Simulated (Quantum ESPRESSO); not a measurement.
# ZrFe2: magnetism against volume, part 2 of 2

Wanted: the trend of the moments of ZrFe2 with volume.

Quantum ESPRESSO 7.5; PBEsol; plane waves with GBRV 1.5 PBEsol potentials, no spin-orbit coupling.

So far, absolute magnetization (μB): step 2 (volume 0.94, ferro ++++) 8.69; step 3 (volume 0.94, antiferro ++--) 4.11.

### 5. Volume 1.1, ferro ++++

The input, pw.in:

```
&CONTROL
  calculation = 'scf'
  prefix = 'pwscf'
  outdir = './tmp'
  pseudo_dir = './pseudo'
  disk_io = 'nowf'
  tprnfor = .true.
  tstress = .true.
/
&SYSTEM
  ibrav = 0
  celldm(1) = 8
  nat = 6
  ntyp = 2
  ecutwfc = 40
  ecutrho = 280
  nbnd = 62
  occupations = 'smearing'
  smearing = 'fd'
  degauss = 0.00367493
  nspin = 2
  starting_magnetization(1) = 0
  starting_magnetization(2) = 0.175
/
&ELECTRONS
  conv_thr = 1.2d-08
  electron_maxstep = 150
  mixing_beta = 0.3
/
ATOMIC_SPECIES
Zr     91.2240 zr_pbesol_v1.uspp.F.UPF
Fe     55.8450 fe_pbesol_v1.5.uspp.F.UPF
CELL_PARAMETERS alat
   0.0000000000000    0.8640500086158    0.8640500086158
   0.8640500086158    0.0000000000000    0.8640500086158
   0.8640500086158    0.8640500086158    0.0000000000000
ATOMIC_POSITIONS crystal
Zr      0.0000000000    0.0000000000    0.0000000000
Zr      0.2500000000    0.2500000000    0.2500000000
Fe      0.6250000000    0.6250000000    0.6250000000
Fe      0.1250000000    0.6250000000    0.6250000000
Fe      0.6250000000    0.6250000000    0.1250000000
Fe      0.6250000000    0.1250000000    0.6250000000
K_POINTS automatic
8 8 8 0 0 0
```

Launch:

```bash
$ OMP_NUM_THREADS=1 mpirun -n 4 pw.x -nk 4 -in pw.in > pw.out
```

Output:

```text
     [... lines left out ...]
Program PWSCF v.7.5 starts
     [... lines left out ...]
     number of atoms/cell      =            6
     [... lines left out ...]
     number of electrons       =        88.00
     number of Kohn-Sham states=           62
     kinetic-energy cutoff     =      40.0000  Ry
     charge density cutoff     =     280.0000  Ry
     scf convergence threshold =      1.2E-08
     [... lines left out ...]
     48 Sym. Ops., with inversion, found (24 have fractional translation)
     [... lines left out ...]
     number of k points=    29  Fermi-Dirac smearing, width (Ry)=  0.0037
     [... lines left out ...]
     iteration # 14     ecut=    40.00 Ry     beta= 0.30
     [... lines left out ...]
     Magnetic moment per site  (integrated on atomic sphere of radius R)
     atom   1 (R=0.296)  charge=  9.8554  magn= -0.5751
     atom   2 (R=0.296)  charge=  9.8554  magn= -0.5751
     atom   3 (R=0.252)  charge= 14.5419  magn=  2.2711
     atom   4 (R=0.252)  charge= 14.5419  magn=  2.2711
     atom   5 (R=0.252)  charge= 14.5419  magn=  2.2711
     atom   6 (R=0.252)  charge= 14.5419  magn=  2.2711
     [... lines left out ...]
     the Fermi energy is    14.8736 ev
!    total energy              =   -1199.11413182 Ry
     estimated scf accuracy    <          5.4E-09 Ry
     smearing contrib. (-TS)   =      -0.00251817 Ry
     [... lines left out ...]
     total magnetization       =     7.06 Bohr mag/cell
     absolute magnetization    =    11.19 Bohr mag/cell
     convergence has been achieved in  14 iterations
     [... lines left out ...]
     Total force =     0.000000     Total SCF correction =     0.000000
     [... lines left out ...]
          total   stress  (Ry/bohr**3)                   (kbar)     P=     -190.04
     [... lines left out ...]
```

Run time: 58 s. Hardware: 4 MPI ranks of AMD EPYC 7R32 (Zen 2), shared host; peak memory 0.6 GiB; 3.8 min of CPU time.

Read from the output:

```yaml
smearing_term_ts: 0.03426 eV
pressure: -19.00 GPa
magnetization: 7.059 μB
absolute_magnetization: 11.19 μB
final_state: ferrimagnetic
largest_moment: 2.271 μB
```

### 6. Trends

The runs not shown differ from these in the moved quantity alone.

Ferrimagnetic means that a moment over 0.15 μB on a transition or rare-earth metal, induced ones included, opposes the net moment. States, by row:

```
volume     ferro ++++     antiferro ++--  no spin polarisation
  0.94  ferrimagnetic  antiferromagnetic          non-magnetic
  0.97  ferrimagnetic  antiferromagnetic          non-magnetic
     1  ferrimagnetic  antiferromagnetic          non-magnetic
  1.03  ferrimagnetic  antiferromagnetic          non-magnetic
  1.06  ferrimagnetic  antiferromagnetic          non-magnetic
   1.1  ferrimagnetic  antiferromagnetic          non-magnetic
```

Largest site moment against volume:

```
volume (factor)  ferro ++++ (μB)  antiferro ++-- (μB)
         0.9400             1.83                0.956
         0.9700             1.91                 1.11
         1.0000             2.00                 1.26
         1.0300             2.09                 1.41
         1.0600             2.18                 1.55
         1.1000             2.27                 1.73
```

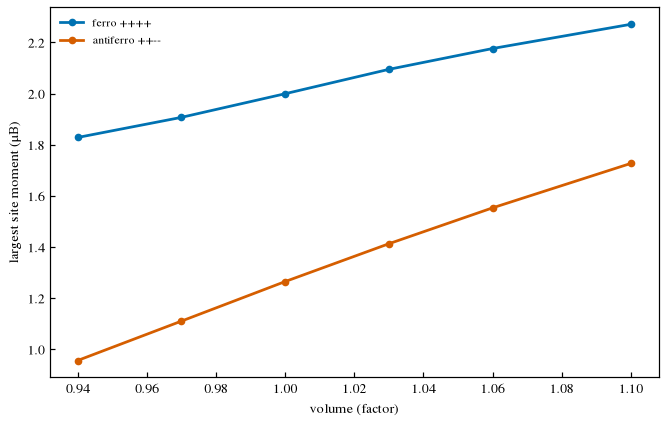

Largest site moment, plotted against volume.

Energy less that of the parallel start against volume; values in meV a seeded atom:

```
volume (factor)  antiferro ++--  no spin polarisation
         0.9400             131                   156
         0.9700             157                   194
         1.0000             181                   232
         1.0300             203                   272
         1.0600             223                   313
         1.1000             247                   368
```

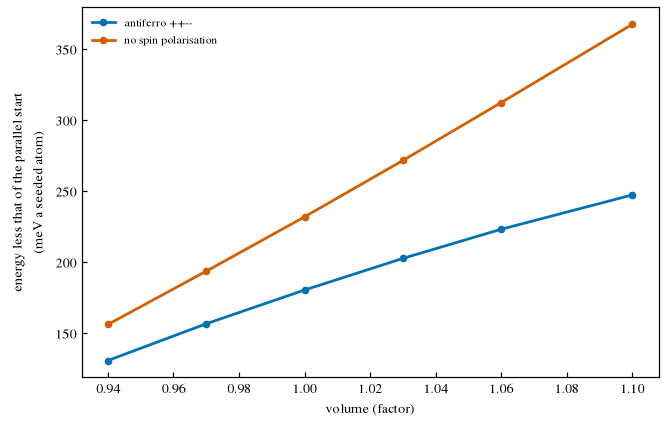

Energy less that of the parallel start, plotted against volume.

The energy over the lowest by volume; values in meV an atom:

```
volume (factor)  ferro ++++  antiferro ++--  no spin polarisation
         0.9400           0            87.2                   104
         0.9700        9.79             114                   139
         1.0000        31.9             152                   187
         1.0300        63.9             199                   245
         1.0600         104             253                   312
         1.1000         169             334                   414
```

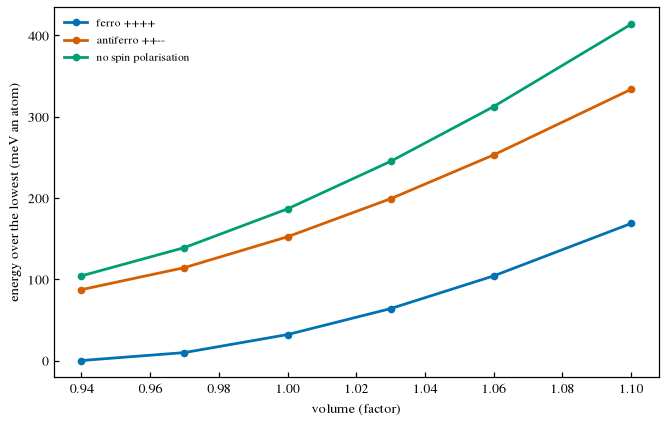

Energy over the lowest, plotted against volume.

### 7. What came out

| Quantity | Value |
| --- | --- |
| moment, parallel start | 1.83 to 2.27 μB |
| states met from these starts | antiferromagnetic and ferrimagnetic |

In words: The moment of the parallel start goes from 1.83 μB at 0.94 to 2.27 μB at 1.1. The net moment of the cell goes from 6.06 to 7.06 μB. The radius of the spheres follows the nearest distance, so part of the change of the site moments is the spheres'. The largest moment of the start antiferro ++-- lies between 0.956 and 1.73 μB. The start antiferro ++-- lies over the parallel one at every finished point, by 131 to 247 meV a seeded atom.

[Logs and program files are shortened in this print: banners, set-up blocks, solver, clock and traceback lines can be left out without a mark of their own.]

[Logs are printed without paths, hosts, clocks, repeated set-up lines and the standing remarks that a program may print on its own settings, such as how far it seeks lower states.]

[Hosts, paths, dates, database ids (printed as entryN), source tags and the programs' standing remarks are cut or masked in the printed files.]

[Where a cell is said to come from a database of computed structures, the database is the Materials Project.]
